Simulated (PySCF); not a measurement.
# CH₇O₂PSi₂: NMR shifts and electronic excitations at several levels of theory, part 2 of 2

PySCF 2.14.0. Atoms count from 0. The steps go on from the part before.

### 8 Nuclear shieldings: PBE0/cc-pVTZ

Job settings and geometry (Å):

```
{"job": {"kind": "nmr", "xc": "PBE0", "basis": "cc-pVTZ", "pop": true}, "charge": 0, "multiplicity": 1}
O      1.623209    -1.840748     0.784170
C      1.498627    -0.792528     0.206263
O      2.408180    -0.327748    -0.660587
Si    -0.032213     0.364681     0.441746
Si    -1.913778    -0.981982     0.086609
P      0.052558     2.015508    -1.105699
H      3.122398    -0.988482    -0.706092
H      0.034300     0.838436     1.858603
H     -3.151553    -0.146955     0.170293
H     -1.821725    -1.575882    -1.281779
H     -1.972766    -2.070168     1.106013
H      1.121595     2.702474    -0.452782
H     -0.963158     2.786434    -0.457093
```

With the program's defaults for keys left out, this is: GIAO PBE0/cc-pVTZ NMR shielding, non-relativistic, gas phase.

What it wrote:

```text
coarse grid: 12472 points
cycle   1  E = -1112.4958462226  dE =  5.028e-01  |g| = 8.835e-01  |ddm| = 6.378e+00
cycle   2  E = -1112.1166592018  dE =  3.792e-01  |g| = 1.671e+00  |ddm| = 2.703e+00
cycle   3  E = -1112.6205752689  dE = -5.039e-01  |g| = 3.083e-01  |ddm| = 1.860e+00
cycle   4  E = -1112.6369796641  dE = -1.640e-02  |g| = 9.064e-02  |ddm| = 3.902e-01
cycle   5  E = -1112.6383166463  dE = -1.337e-03  |g| = 1.767e-02  |ddm| = 1.093e-01
cycle   6  E = -1112.6383863239  dE = -6.968e-05  |g| = 5.574e-03  |ddm| = 3.267e-02
cycle   7  E = -1112.6383940757  dE = -7.752e-06  |g| = 1.174e-03  |ddm| = 9.330e-03
final grid: 107008 points
cycle   8  E = -1112.6436471538  dE = -3.176e-05  |g| = 1.052e-02  |ddm| = 5.772e-02
cycle   9  E = -1112.6436041140  dE =  4.304e-05  |g| = 1.872e-02  |ddm| = 2.979e-02
cycle  10  E = -1112.6436649202  dE = -6.081e-05  |g| = 2.523e-03  |ddm| = 1.985e-02
cycle  11  E = -1112.6436660808  dE = -1.161e-06  |g| = 4.901e-04  |ddm| = 3.035e-03
cycle  12  E = -1112.6436661220  dE = -4.125e-08  |g| = 9.034e-05  |ddm| = 6.421e-04
cycle  13  E = -1112.6436661242  dE = -2.166e-09  |g| = 2.470e-05  |ddm| = 2.125e-04
cycle  14  E = -1112.6436661244  dE = -2.108e-10  |g| = 4.604e-06  |ddm| = 4.835e-05
converged SCF energy = -1112.6436661244

GIAO shielding tensors (ppm)
atom      isotropic    diamagn.    paramagn.     s11        s22        s33       span
  0 O     -157.606     402.190    -559.795   -475.246   -236.751    239.180    714.427
  1 C        4.726     248.793    -244.068    -97.730     30.678     81.230    178.960
  2 O       95.865     383.125    -287.260    -82.138    135.413    234.322    316.460
  3 Si     418.422     888.576    -470.154    381.674    407.824    465.767     84.093
  4 Si     459.479     886.640    -427.161    452.910    458.992    466.536     13.626
  5 P      611.303     968.818    -357.516    552.655    592.577    688.676    136.020
  6 H       25.071      29.540      -4.469     18.893     23.441     32.878     13.985
  7 H       26.264      30.159      -3.895     23.066     24.921     30.805      7.739
  8 H       27.740      28.886      -1.145     24.492     26.040     32.688      8.196
  9 H       27.677      29.307      -1.631     24.749     26.014     32.267      7.517
 10 H       27.382      29.012      -1.630     24.127     25.222     32.799      8.672
 11 H       29.200      28.982       0.219     24.331     26.633     36.637     12.306
 12 H       29.728      29.228       0.500     24.590     27.268     37.327     12.737
```

It took 38 s on 1 thread of Arm Neoverse V2, shared host; peak memory 1.1 GiB.

This run: δ C1 182.6, O0 492.4, O2 239.0, Si3 -58.4, H6 6.22, H7 5.03 ppm.

### 9 Nuclear shieldings: PBE0/aug-cc-pVDZ

Same as in step 8 but for these lines:

```diff
@@ -1,2 +1,2 @@
-{"job": {"kind": "nmr", "xc": "PBE0", "basis": "cc-pVTZ", "pop": true}, "charge": 0, "multiplicity": 1}
+{"job": {"kind": "nmr", "xc": "PBE0", "basis": "aug-cc-pVDZ", "pop": true}, "charge": 0, "multiplicity": 1}
 O      1.623209    -1.840748     0.784170
```

Level: GIAO PBE0/aug-cc-pVDZ NMR shielding, non-relativistic, gas phase.

What it wrote:

```text
coarse grid: 12472 points
cycle   1  E = -1112.4136615778  dE =  5.462e-01  |g| = 8.296e-01  |ddm| = 7.158e+00
cycle   2  E = -1112.0436943440  dE =  3.700e-01  |g| = 1.602e+00  |ddm| = 2.777e+00
cycle   3  E = -1112.5339718138  dE = -4.903e-01  |g| = 2.825e-01  |ddm| = 1.875e+00
cycle   4  E = -1112.5485521454  dE = -1.458e-02  |g| = 8.106e-02  |ddm| = 3.948e-01
cycle   5  E = -1112.5497467447  dE = -1.195e-03  |g| = 1.469e-02  |ddm| = 1.130e-01
cycle   6  E = -1112.5497991083  dE = -5.236e-05  |g| = 4.254e-03  |ddm| = 3.600e-02
cycle   7  E = -1112.5498043244  dE = -5.216e-06  |g| = 9.729e-04  |ddm| = 9.125e-03
final grid: 107008 points
cycle   8  E = -1112.5654358085  dE = -7.311e-06  |g| = 8.827e-03  |ddm| = 1.028e-01
cycle   9  E = -1112.5654018572  dE =  3.395e-05  |g| = 1.600e-02  |ddm| = 3.002e-02
cycle  10  E = -1112.5654502239  dE = -4.837e-05  |g| = 2.007e-03  |ddm| = 1.878e-02
cycle  11  E = -1112.5654510476  dE = -8.238e-07  |g| = 2.354e-04  |ddm| = 2.601e-03
cycle  12  E = -1112.5654510590  dE = -1.139e-08  |g| = 5.897e-05  |ddm| = 5.983e-04
cycle  13  E = -1112.5654510601  dE = -1.098e-09  |g| = 1.775e-05  |ddm| = 1.914e-04
cycle  14  E = -1112.5654510602  dE = -1.010e-10  |g| = 3.250e-06  |ddm| = 4.341e-05
converged SCF energy = -1112.5654510602

GIAO shielding tensors (ppm)
atom      isotropic    diamagn.    paramagn.     s11        s22        s33       span
  0 O     -122.818     393.561    -516.379   -420.262   -195.255    247.063    667.325
  1 C       16.552     249.617    -233.065    -84.285     40.897     93.044    177.329
  2 O      111.685     387.830    -276.145    -55.844    146.914    243.985    299.829
  3 Si     467.188     893.076    -425.888    430.959    458.497    512.108     81.149
  4 Si     509.157     894.283    -385.126    496.016    507.779    523.676     27.660
  5 P      645.590     968.071    -322.481    592.741    628.371    715.658    122.916
  6 H       25.193      35.157      -9.964     19.203     23.389     32.988     13.785
  7 H       26.249      27.784      -1.535     22.967     24.731     31.049      8.082
  8 H       27.769      29.622      -1.853     24.415     25.989     32.902      8.488
  9 H       27.712      29.953      -2.241     24.646     25.940     32.550      7.904
 10 H       27.402      29.688      -2.286     24.076     25.122     33.008      8.933
 11 H       29.298      27.375       1.923     24.268     26.744     36.880     12.612
 12 H       29.803      28.793       1.010     24.489     27.417     37.504     13.015
```

It took 25 s on 1 thread of Arm Neoverse V2, shared host; peak memory 0.96 GiB.

In short: δ C1 178.6, O0 458.7, O2 224.2, Si3 -50.5, H6 6.20, H7 5.15 ppm.

### 10 NMR shieldings: PBE0/IGLO-III

Same as in step 9 but for these lines:

```diff
@@ -1,2 +1,2 @@
-{"job": {"kind": "nmr", "xc": "PBE0", "basis": "aug-cc-pVDZ", "pop": true}, "charge": 0, "multiplicity": 1}
+{"job": {"kind": "nmr", "xc": "PBE0", "basis": "IGLO-III", "pop": true}, "charge": 0, "multiplicity": 1}
 O      1.623209    -1.840748     0.784170
```

Level: GIAO PBE0/IGLO-III NMR shielding, non-relativistic, gas phase.

What it wrote:

```text
coarse grid: 12472 points
cycle   1  E = -1112.4876859206  dE =  4.508e-01  |g| = 9.074e-01  |ddm| = 2.669e+00
cycle   2  E = -1112.0894968508  dE =  3.982e-01  |g| = 1.706e+00  |ddm| = 1.168e+00
cycle   3  E = -1112.6136459712  dE = -5.241e-01  |g| = 3.195e-01  |ddm| = 8.982e-01
cycle   4  E = -1112.6304726406  dE = -1.683e-02  |g| = 1.109e-01  |ddm| = 1.602e-01
cycle   5  E = -1112.6324851885  dE = -2.013e-03  |g| = 1.671e-02  |ddm| = 4.640e-02
cycle   6  E = -1112.6325392842  dE = -5.410e-05  |g| = 6.321e-03  |ddm| = 1.600e-02
cycle   7  E = -1112.6325487145  dE = -9.430e-06  |g| = 1.215e-03  |ddm| = 5.500e-03
final grid: 107008 points
cycle   8  E = -1112.6453349575  dE = -7.650e-05  |g| = 1.002e-02  |ddm| = 3.101e-02
cycle   9  E = -1112.6452983813  dE =  3.658e-05  |g| = 1.723e-02  |ddm| = 1.082e-02
cycle  10  E = -1112.6453494294  dE = -5.105e-05  |g| = 2.652e-03  |ddm| = 7.126e-03
cycle  11  E = -1112.6453505512  dE = -1.122e-06  |g| = 8.504e-04  |ddm| = 1.465e-03
cycle  12  E = -1112.6453506753  dE = -1.241e-07  |g| = 1.521e-04  |ddm| = 3.733e-04
cycle  13  E = -1112.6453506791  dE = -3.795e-09  |g| = 3.503e-05  |ddm| = 1.456e-04
cycle  14  E = -1112.6453506794  dE = -3.320e-10  |g| = 5.656e-06  |ddm| = 3.823e-05
converged SCF energy = -1112.6453506794

GIAO shielding tensors (ppm)
atom      isotropic    diamagn.    paramagn.     s11        s22        s33       span
  0 O     -166.290     397.380    -563.671   -488.478   -245.127    234.733    723.211
  1 C       -4.924     251.047    -255.970   -112.015     21.972     75.273    187.289
  2 O       86.503     386.677    -300.173    -95.006    125.091    229.425    324.432
  3 Si     403.727     889.017    -485.290    367.969    391.606    451.607     83.638
  4 Si     448.441     888.634    -440.194    441.000    448.280    456.042     15.043
  5 P      600.396     969.742    -369.346    536.853    583.426    680.909    144.056
  6 H       25.167      28.662      -3.495     19.323     23.327     32.850     13.527
  7 H       26.212      30.682      -4.470     23.111     24.835     30.692      7.580
  8 H       27.690      29.057      -1.367     24.495     26.031     32.545      8.050
  9 H       27.654      29.094      -1.440     24.789     26.015     32.158      7.370
 10 H       27.372      28.971      -1.600     24.222     25.275     32.618      8.395
 11 H       29.232      29.664      -0.432     24.352     26.696     36.648     12.296
 12 H       29.722      30.127      -0.404     24.605     27.227     37.335     12.730
```

Wall time 41 s (1 thread of Arm Neoverse V2, shared host); peak memory 1.1 GiB.

This run: δ C1 188.7, O0 493.5, O2 240.7, Si3 -58.4, H6 6.21, H7 5.16 ppm.

### 11 Shielding tensors: PBE0/pcSseg-0

Same as in step 10 but for these lines:

```diff
@@ -1,2 +1,2 @@
-{"job": {"kind": "nmr", "xc": "PBE0", "basis": "IGLO-III", "pop": true}, "charge": 0, "multiplicity": 1}
+{"job": {"kind": "nmr", "xc": "PBE0", "basis": "pcSseg-0", "pop": true}, "charge": 0, "multiplicity": 1}
 O      1.623209    -1.840748     0.784170
```

With the program's defaults for keys left out, this is: GIAO PBE0/pcSseg-0 NMR shielding, non-relativistic, gas phase.

What it wrote:

```text
coarse grid: 12472 points
cycle   1  E = -1110.7343468454  dE =  5.142e-01  |g| = 8.410e-01  |ddm| = 3.685e+00
cycle   2  E = -1110.3373099637  dE =  3.970e-01  |g| = 1.669e+00  |ddm| = 2.498e+00
cycle   3  E = -1110.8643272337  dE = -5.270e-01  |g| = 3.230e-01  |ddm| = 1.835e+00
cycle   4  E = -1110.8838259494  dE = -1.950e-02  |g| = 7.220e-02  |ddm| = 3.485e-01
cycle   5  E = -1110.8847127262  dE = -8.868e-04  |g| = 1.498e-02  |ddm| = 7.109e-02
cycle   6  E = -1110.8847728208  dE = -6.009e-05  |g| = 3.947e-03  |ddm| = 2.632e-02
cycle   7  E = -1110.8847764579  dE = -3.637e-06  |g| = 6.268e-04  |ddm| = 6.639e-03
final grid: 107008 points
cycle   8  E = -1110.9512768616  dE = -1.596e-05  |g| = 4.568e-03  |ddm| = 1.899e-02
cycle   9  E = -1110.9512673136  dE =  9.548e-06  |g| = 8.478e-03  |ddm| = 1.230e-02
cycle  10  E = -1110.9512808419  dE = -1.353e-05  |g| = 1.173e-03  |ddm| = 7.937e-03
cycle  11  E = -1110.9512811415  dE = -2.996e-07  |g| = 1.972e-04  |ddm| = 1.505e-03
cycle  12  E = -1110.9512811480  dE = -6.516e-09  |g| = 6.018e-05  |ddm| = 2.661e-04
cycle  13  E = -1110.9512811490  dE = -1.070e-09  |g| = 9.902e-06  |ddm| = 1.350e-04
cycle  14  E = -1110.9512811491  dE = -4.161e-11  |g| = 2.753e-06  |ddm| = 2.740e-05
converged SCF energy = -1110.9512811491

GIAO shielding tensors (ppm)
atom      isotropic    diamagn.    paramagn.     s11        s22        s33       span
  0 O     -217.214     398.143    -615.357   -583.343   -324.037    255.737    839.080
  1 C        1.546     256.232    -254.686   -110.121     31.918     82.840    192.961
  2 O       81.596     393.359    -311.763   -118.662    141.292    222.157    340.819
  3 Si     431.993     879.983    -447.990    370.394    428.342    497.245    126.851
  4 Si     497.631     879.572    -381.941    477.987    490.542    524.363     46.376
  5 P      651.708     964.412    -312.703    578.402    630.418    746.305    167.903
  6 H       27.126      30.725      -3.599     20.096     26.360     34.922     14.826
  7 H       27.746      29.057      -1.311     24.423     25.751     33.064      8.641
  8 H       29.490      28.700       0.790     25.534     27.649     35.286      9.752
  9 H       29.149      28.366       0.784     25.515     27.548     34.385      8.870
 10 H       29.036      28.631       0.405     24.962     27.016     35.129     10.167
 11 H       30.664      29.069       1.595     24.989     27.857     39.145     14.155
 12 H       31.465      29.586       1.879     25.595     28.674     40.126     14.531
```

It took 6.2 s on 1 thread of Arm Neoverse V2, shared host; peak memory 0.48 GiB.

This run: δ C1 192.0, O0 555.1, O2 256.3, Si3 -83.5, H6 5.71, H7 5.09 ppm.

### 12 TDDFT and polarisability: HF/def2-SVPD

Same as in step 11 but for these lines:

```diff
@@ -1,2 +1,2 @@
-{"job": {"kind": "nmr", "xc": "PBE0", "basis": "pcSseg-0", "pop": true}, "charge": 0, "multiplicity": 1}
+{"job": {"kind": "uv", "xc": "HF", "basis": "def2-SVPD", "ip": true}, "charge": 0, "multiplicity": 1}
 O      1.623209    -1.840748     0.784170
```

Method: TDDFT HF/def2-SVPD, vertical, gas phase, core orbitals frozen in the response.

What it wrote:

```text
final grid: 107008 points
cycle   1  E = -1109.6970317215  dE =  4.825e-01  |g| = 7.937e-01  |ddm| = 4.076e+00
cycle   2  E = -1109.8025856621  dE = -1.056e-01  |g| = 5.707e-01  |ddm| = 1.451e+00
cycle   3  E = -1109.8637953012  dE = -6.121e-02  |g| = 8.701e-02  |ddm| = 6.184e-01
cycle   4  E = -1109.8669330616  dE = -3.138e-03  |g| = 3.926e-02  |ddm| = 2.467e-01
cycle   5  E = -1109.8674697238  dE = -5.367e-04  |g| = 1.071e-02  |ddm| = 8.152e-02
cycle   6  E = -1109.8675396887  dE = -6.996e-05  |g| = 4.416e-03  |ddm| = 2.588e-02
cycle   7  E = -1109.8675561123  dE = -1.642e-05  |g| = 1.559e-03  |ddm| = 1.436e-02
cycle   8  E = -1109.8675579926  dE = -1.880e-06  |g| = 5.104e-04  |ddm| = 4.855e-03
cycle   9  E = -1109.8675582063  dE = -2.138e-07  |g| = 1.213e-04  |ddm| = 1.787e-03
cycle  10  E = -1109.8675582199  dE = -1.359e-08  |g| = 2.837e-05  |ddm| = 4.823e-04
cycle  11  E = -1109.8675582206  dE = -6.689e-10  |g| = 7.827e-06  |ddm| = 1.308e-04
converged SCF energy = -1109.8675582206

Static polarisability (au): isotropic 98.384, principal 82.725 99.466 112.960

Singlet excitations
state   eV       nm        f      main configurations
  1   5.6754    218.5   0.00388   H-2->L+4 0.20, H-2->L+1 0.12, H-2->L+2 0.11
  2   6.9218    179.1   0.03008   H->L+2 0.42, H->L+6 0.16
  3   7.4174    167.2   0.10794   H->L 0.37, H->L+3 0.19
  4   7.6468    162.1   0.11868   H->L+5 0.24, H->L+2 0.14, H->L 0.12
  5   7.7138    160.7   0.05380   H-1->L+2 0.33, H->L+4 0.16, H-1->L+3 0.08
  6   7.8472    158.0   0.29277   H-1->L+2 0.28, H-1->L 0.12, H->L+4 0.11
  7   8.2375    150.5   0.09825   H->L+1 0.16, H-1->L+1 0.12, H->L+6 0.10
  8   8.3010    149.4   0.07480   H->L+4 0.16, H-1->L+3 0.14, H->L+3 0.12
  9   8.3924    147.7   0.08879   H-1->L+1 0.24, H-1->L+5 0.11
 10   8.5785    144.5   0.10266   H-1->L+4 0.30, H-1->L 0.27

Triplet excitations (Tamm-Dancoff, eV): 4.9363 5.6164 5.6691 5.8529
Vertical ionisation energy (delta-SCF) = 8.9202 eV
```

It took 28 s on 1 thread of Arm Neoverse V2, shared host; peak memory 0.78 GiB.

Frontier orbitals and where they lie:

```
orbital      eV                        atoms
 HOMO−3  -13.00   Si4 25 %, H9 16 %, P5 13 %
 HOMO−2  -11.67   O0 40 %, C1 17 %, Si3 14 %
 HOMO−1  -11.04  Si4 30 %, Si3 29 %, P5 12 %
   HOMO  -10.32   P5 65 %, Si3 16 %, H12 6 %
   LUMO    2.08  Si3 20 %, O2 17 %, Si4 13 %
 LUMO+1    2.41    Si4 40 %, O2 10 %, H8 8 %
 LUMO+2    2.66  P5 24 %, Si4 18 %, Si3 18 %
```

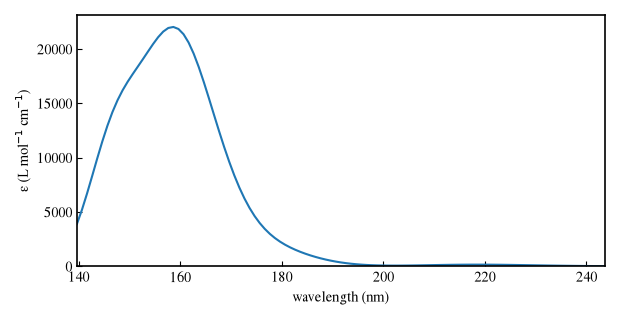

Absorption spectrum: each of the 10 states is a Gaussian band of 0.4 eV half-width at 1/e. Beyond the last state computed it falls off for lack of states.

Further results of this job:

```csv
property,computed
dipole moment (D),1.59
polarisability (Å³),14.58
HOMO–LUMO gap (eV),12.41
−ε(HOMO) (eV),10.32
```

### 13 Comparing the runs: NMR shifts

Shifts (ppm) of some atoms, chosen among heavy atoms and hydrogens apart, means over like atoms, with basis size and wall time:

```
               run    H6   H11     O0     O2    Si3     Si4      P5  functions   time
       PBE0/6-31G*  5.86  1.85  444.5  209.3  -32.1   -65.9  -248.0        110   10 s
PBE0/6-311+G(2d,p)  5.96  2.05  479.6  234.1  -57.1  -101.5  -296.8        228   27 s
     PBE0/def2-SVP  5.72  1.71  475.6  227.5  -53.8   -94.9  -259.5        131   11 s
    PBE0/def2-TZVP  5.98  2.03  492.2  240.0  -59.6  -104.4  -302.6        246   29 s
      PBE0/cc-pVDZ  5.56  1.65  476.4  228.1  -48.7   -85.5  -254.7        131   11 s
      PBE0/cc-pVTZ  6.22  1.83  492.4  239.0  -58.4   -99.5  -291.6        290   38 s
  PBE0/aug-cc-pVDZ  6.20  1.84  458.7  224.2  -50.5   -92.4  -273.6        213   25 s
     PBE0/IGLO-III  6.21  1.90  493.5  240.7  -58.4  -103.1  -293.6        307   41 s
     PBE0/pcSseg-0  5.71  1.77  555.1  256.3  -83.5  -149.1  -370.3         80  6.2 s
```

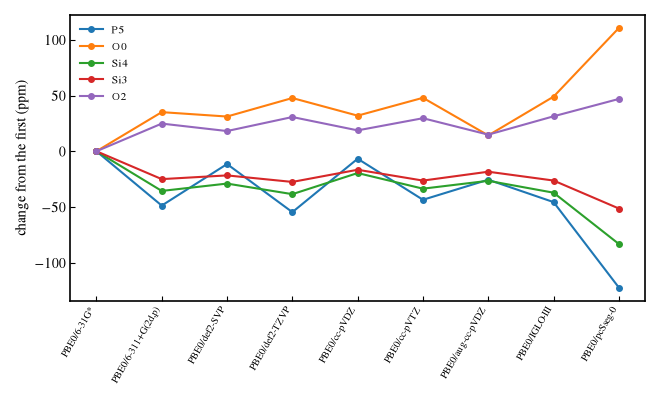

How five of the tabulated atoms move from run to run.

### 14 Outcome

What follows sums up all 2 parts.

```
                                                            quantity                        value
                                                         point group                           C1
                                rotational constants (main isotopes)         1.67, 1.55, 0.89 GHz
                                13C shifts against TMS (PBE0/6-31G*)                    167.5 ppm
1H shifts against TMS (PBE0/6-31G*, means over atoms taken as alike)   5.86, 4.99, 3.80, 1.85 ppm
                                17O shifts against H2O (PBE0/6-31G*)             444.5, 209.3 ppm
                               29Si shifts against TMS (PBE0/6-31G*)             -32.1, -65.9 ppm
                              31P shifts against H3PO4 (PBE0/6-31G*)                   -248.0 ppm
                                       lowest singlet (HF/def2-SVPD)  5.68 eV (218 nm), f = 0.004
                            brightest single state of those computed  state 6, 7.85 eV, f = 0.293
                                                      lowest triplet                      4.94 eV
                                   vertical ionisation energy (ΔSCF)                      8.92 eV
                                            range of the shift of P5         -370.3 to -248.0 ppm
```

What this shows: Single values in the summary come from the first run of each kind that ended normally (PBE0/6-31G*; HF/def2-SVPD), which need not be the best level. Over 13 steps the energy fell by 0.246 eV; of the close pairs, Si4–H9 changed most, 1.445 to 1.495 Å. No frequency check was run at this level, so the end point may be a saddle. At PBE0/6-31G*: The largest span, 673 ppm, is at O0, where the paramagnetic term is -519 ppm. The first singlet state (HOMO−2→LUMO+4 0.20, HOMO−2→LUMO+1 0.12) lies at 5.68 eV and is weak; of the 10 states computed, the strongest absorption comes from state 6 at 7.85 eV. The lowest triplet lies 0.74 eV below the lowest singlet (triplets in Tamm-Dancoff, singlets in full TDDFT). At HF/def2-SVPD, the highest states lie near or above the ionisation energy, where they hang on the basis. The orbital energy would give 10.32 eV for ionisation, ΔSCF gives 8.92 eV. In ppm, P5 moves most: its shift spreads over 122.3 ppm, from -370.3 (PBE0/pcSseg-0) to -248.0 (PBE0/6-31G*). Most of that comes from the computed reference, not from the atom's own shielding.
